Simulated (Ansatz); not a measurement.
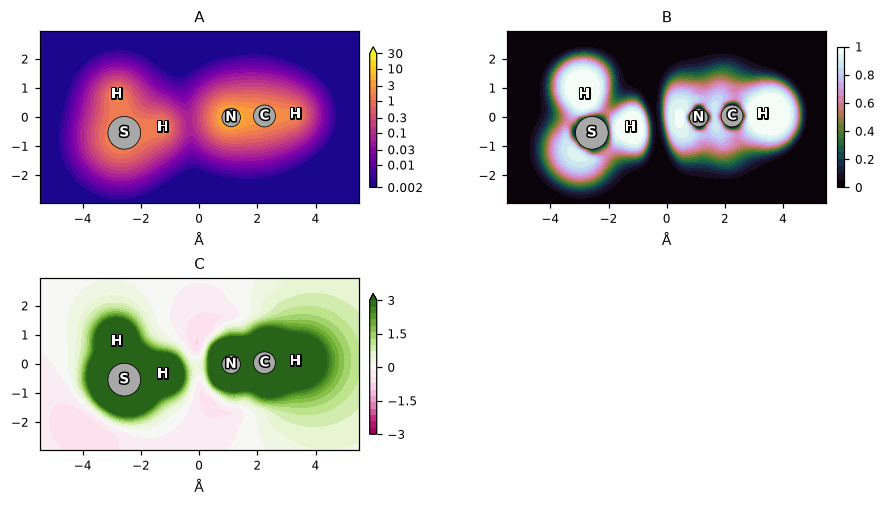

H2S···HCN (SMILES S.C#N): 3 fields on the molecular plane, with unlabelled colour scales. Grey discs cover the atomic cores.

Geometry: PBE0-D4/def2-TZVP.

Theory: RKS PBE0-D4/def2-TZVPPD in Ansatz.

Question: The panels show electron density, electron localisation function and electrostatic potential in some order. Assign them.

Answer: Panel A: electron density. Panel B: electron localisation function. Panel C: electrostatic potential (strongly positive close to the atoms, with negative regions outside electron-rich atoms). From the grid: N5···H3 (2.37 Å): the density falls to about 0.08 e/Å³ on the way; the ELF dips to about 0.05 between them. C–N (1.14 Å): the density is about 3.8 e/Å³ at the midpoint; the ELF peaks at about 0.85 between the atoms: a short, multiple covalent bond.
